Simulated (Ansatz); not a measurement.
**C₂H₄F₂O: basis-set convergence**

How large a basis does C₂H₄F₂O need? Two functionals are run in growing sets.

Program: Ansatz 0.2.0, Gaussian basis. Level of theory: one geometry, several basis sets. These are calculated values, not measurements.

Plan: PBE0-D4/def2-SVP; ωB97M-V/def2-SVP; PBE0-D4/def2-QZVPP; ωB97M-V/def2-QZVPP; the functionals' def2-TZVPP values are taken from earlier runs.

### Step 1. The geometry

An earlier PBE0-D4 in a triple-zeta def2 set relaxation fixed the geometry.

SMILES `CC(O)(F)F`, 9 atoms, charge 0, spin multiplicity 1.

Atoms are counted from 1 here; the program's logs count them from 0.

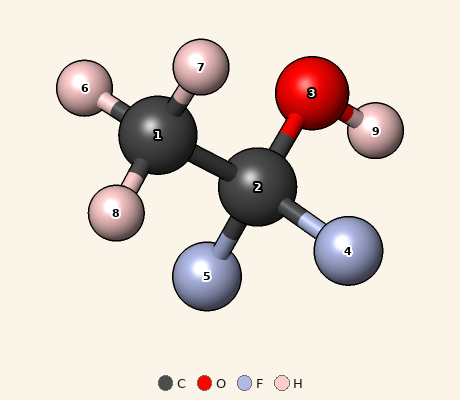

The structure; carbon dark grey, oxygen red, fluorine light blue, hydrogen pink; atoms are numbered from 1 in the order of the file.

### Step 2. PBE0-D4 in def2-SVP

Input file in.yaml:

```yaml
crystal:
  periodic: [false, false, false]
  atoms:
    - {symbol: C, position_ang: [-0.975629, -0.148742, -0.310350]}
    - {symbol: C, position_ang: [0.468113, 0.131191, -0.025455]}
    - {symbol: O, position_ang: [0.814298, -0.288840, 1.214424]}
    - {symbol: F, position_ang: [1.266979, -0.466453, -0.958323]}
    - {symbol: F, position_ang: [0.734091, 1.464598, -0.155414]}
    - {symbol: H, position_ang: [-1.595076, 0.370845, 0.419132]}
    - {symbol: H, position_ang: [-1.155993, -1.220514, -0.242506]}
    - {symbol: H, position_ang: [-1.216370, 0.201590, -1.312702]}
    - {symbol: H, position_ang: [1.747988, -0.089876, 1.354095]}
basis:
  gaussian: {orbitals: def2-SVP}
hamiltonian: {xc: pbe0, dispersion: d4}
output: {orbitals: {seedname: orbitals}}
```

On the command line:

```
> ansatz run in.yaml --threads 2 --pin off --events-out ev --progress --plain --max-ram 4352MiB
```

The runs that follow: ωB97M-V in def2-SVP; PBE0-D4 in def2-QZVPP; ωB97M-V in def2-QZVPP.

Before running them: what should the planned runs give, taken together? Wanted: PBE0-D4: double and triple zeta above quadruple; ωB97M-V: double and triple zeta above quadruple.

As calculated:

| quantity | value |
| --- | --- |
| PBE0-D4: double and triple zeta above quadruple | 11.98, 0.50 eV |
| ωB97M-V: double and triple zeta above quadruple | 12.27, 0.48 eV |

PBE0-D4 gains 11.48 eV from double to triple zeta, then 0.50 eV more. Total energies overstate the basis error of differences, where much of it tends to cancel. The LUMO of ωB97M-V is positive and keeps falling with the basis (3.50 to 1.83 eV): an unbound level that the basis holds in place.
